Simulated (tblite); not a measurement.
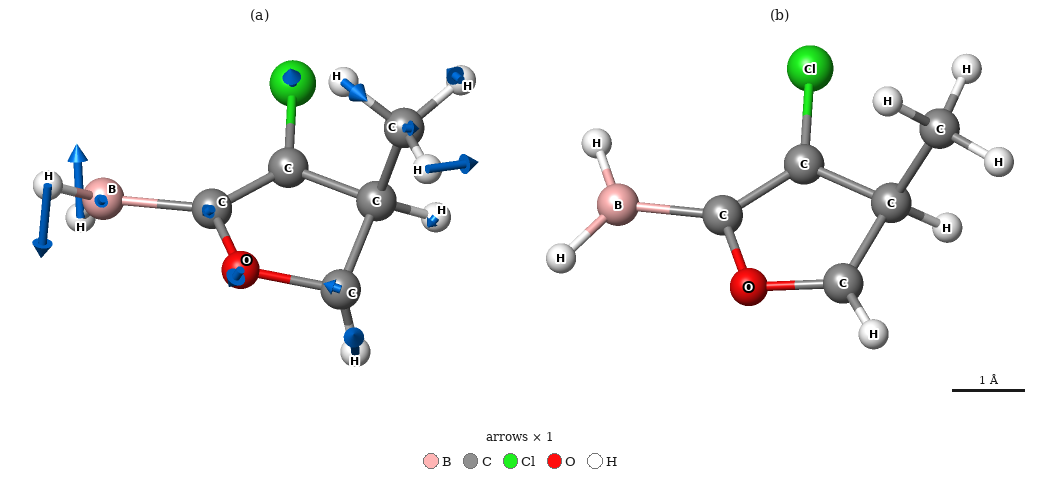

The structure of C$_{5}$H$_{7}$BClO (multiplicity 2) before (left) and after (right) a relaxation, at one scale. The blue arrows give the displacements, at their true length.

Style: ball-and-stick. Shown at a tilt.

Theory: GFN2-xTB geometry optimisation, gas phase in tblite. 

Summarise the run.

Answer. Over 84 geometry steps the energy falls by 32.4 kcal/mol. An H atom moves most after the best rigid fit: 1.35 Å. By element the largest moves are H 1.35 Å, O 0.42 Å, Cl 0.34 Å, C 0.26 Å, B 0.20 Å. Near-neighbour distances that change, for instance: C–O 1.418 → 1.330 Å, C–C 1.310 → 1.376 Å, C–Cl 1.749 → 1.696 Å, B–C 1.574 → 1.523 Å. Bond angles that change, for instance: C–C–H 106.5° → 128.7°, C–C–O 100.9° → 113.1°, C–C–C 106.8° → 114.1°. Groups turn about B–C by about 55°, C–C by about 35°.
